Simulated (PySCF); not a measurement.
Zn(I)(tBu), SMILES C[C](C)(C)[Zn][I] at its GFN2-xTB optimised geometry (Å):

```
15

Zn    -0.9320     0.0473     0.0000
I     -2.8886     1.6824     0.0000
C      1.1160     0.0473     0.0000
C      1.8060    -1.2810     0.2859
C      1.5536     0.5752    -1.3642
C      1.4835     1.0652     1.0774
H      2.8886    -1.1338     0.2881
H      1.5699    -2.0232    -0.4732
H      1.5197    -1.6779     1.2575
H      1.3457    -0.1439    -2.1554
H      1.0586     1.5165    -1.6098
H      2.6299     0.7624    -1.3578
H      0.9851     2.0232     0.9148
H      1.2266     0.7039     2.0733
H      2.5600     1.2502     1.0589
```

Method: PBE0/def2-TZVP, def2 effective core potentials past Kr in PySCF 2.14.0. The core electrons that the potentials of I replace are not part of the density. Cells within 0.4 Å of a nucleus heavier than hydrogen are left out (blank, or x).

Map of the LUMO amplitude (bohr^(-3/2)) on the plane z = 0.0 Å; orbital energy -1.95 eV, overall sign arbitrary:

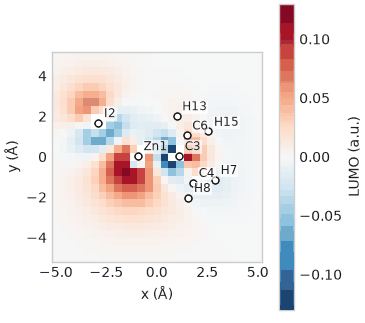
LUMO amplitude (bohr^(-3/2)) on the plane z = 0.0 Å.
